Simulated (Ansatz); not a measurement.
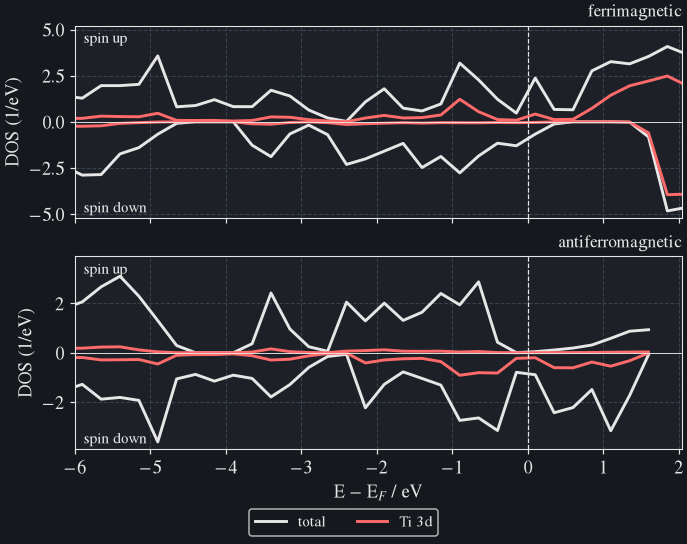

Spin-resolved densities of states of Ti2S2O3, space group R-3m (No. 166), 7 atoms in the cell, in two magnetic states on the same cell (spin down negative; each from its own Fermi level). Method: DFT with r2SCAN, PAW plane waves, Ueff = 4.79 eV on Ti d; Ueff = 6.4 eV on O p, spin-polarised, 5×5×5 k mesh, 500 eV cutoff, Fermi-Dirac smearing of 0.019 eV (Ansatz 0.2.0).

**How does the magnetic order change the electronic structure?**

Ferrimagnetic: net moment 1.6 μB, local moments 4.1 μB in all, metal; antiferromagnetic: net moment 0.0 μB, local moments 4.2 μB in all, metal.

**Which of these states is lowest in energy?**

The two lowest lie within 2 meV an atom, the antiferromagnetic one lower, which is too close to call at this level.

The structure was built from a prototype or by substitution, so it need not be a known phase. The atoms aren't at rest in this cell (largest force 5.0 eV/Å), so the relaxed material can differ.
